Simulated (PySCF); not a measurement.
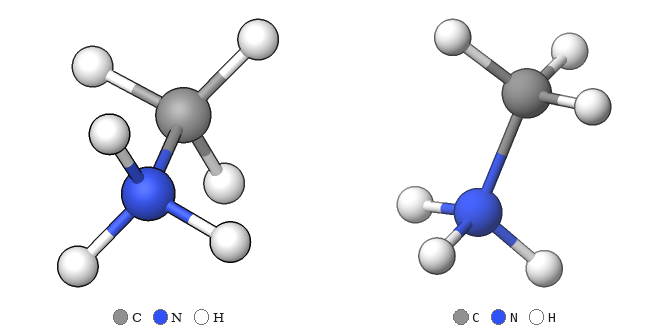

The same structure drawn twice, from different directions.

The species has charge +1 and is a spin singlet. The geometry was computed by an optimisation with PBE0-D3(BJ)/def2-SVP. No frequency run is at hand to confirm it as a minimum.

> Count the atoms of each element.

CH₆N⁺, 8 atoms: 1 carbon, 6 hydrogen and 1 nitrogen.

> Describe its rings.

It has no ring.

> Count the bonded pairs by element.

3 C–H, 3 N–H, 1 C–N.

> What is its SMILES?

C[NH3+]

> Give the symmetry (Schoenflies symbol).

C3v.

More results for the same structure follow; atom numbers are the same in all pictures, views and colours differ.

**Shape**

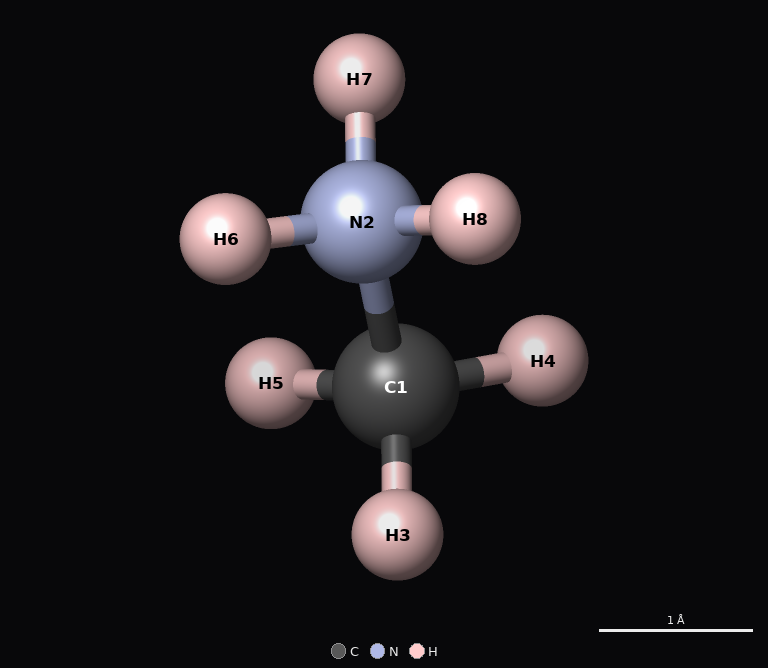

No frequency run is at hand to confirm it as a minimum.

Estimate the angles N2–C1–H3, H3–C1–H4, C1–N2–H6, H6–N2–H7.

| angle | degrees |
| --- | --- |
| N2–C1–H3 | 108.8 |
| H3–C1–H4 | 110.2 |
| C1–N2–H6 | 112.0 |
| H6–N2–H7 | 106.8 |

**Electronic properties**

No frequency run is at hand to confirm it as a minimum. Level of theory: CAM-B3LYP/def2-SVPD, gas phase (PySCF 2.14.0). Excitations: vertical, linear response.

> Give the LUMO energy (Kohn–Sham orbital) at this level.

−4.60 eV.

> Give the brightest of the 10 lowest singlets at this level.

13.07 eV.

> Estimate the lowest vertical singlet excitation.

10.63 eV.

> Give the mean static polarisability at this level.

20.1 bohr³.

**Spin–spin coupling**

No frequency run is at hand to confirm it as a minimum. Method: B3LYP/pcJ-1 indirect spin-spin coupling, non-relativistic, gas phase (PySCF 2.14.0). Isotopes: 13C, 1H, 15N.

Give the spin–spin coupling constants of these pairs, with the number of bonds between them: C1/H4, N2/H6, H3/H5, H4/H5, H7/H8, H3/H6, H4/H8, H5/H8.

```csv
pair,bonds apart,J (Hz)
"C1, H4",1,158.3
"N2, H6",1,−79.0
"H3, H5",2,−14.2
"H4, H5",2,−14.2
"H7, H8",2,−14.6
"H3, H6",3,3.0
"H4, H8",3,3.0
"H5, H8",3,17.1
```

**Quadrupole coupling**

No frequency run is at hand to confirm it as a minimum. Electric field gradients from the ground-state density, PBE0/pcSseg-1 (PySCF 2.14.0), non-relativistic apart from any core potentials.

Give the largest field-gradient component, the quadrupole coupling constant and the asymmetry for 14N at N2 (Q = 20.44 mb), 2H at H3 (Q = 2.86 mb), 2H at H6 (Q = 2.86 mb).

```tsv
atom	V_zz (a.u.)	e²qQ/h (MHz)	η
N2	0.042	0.201	0.01
H3	0.278	0.187	0.11
H6	0.323	0.217	0.00
```
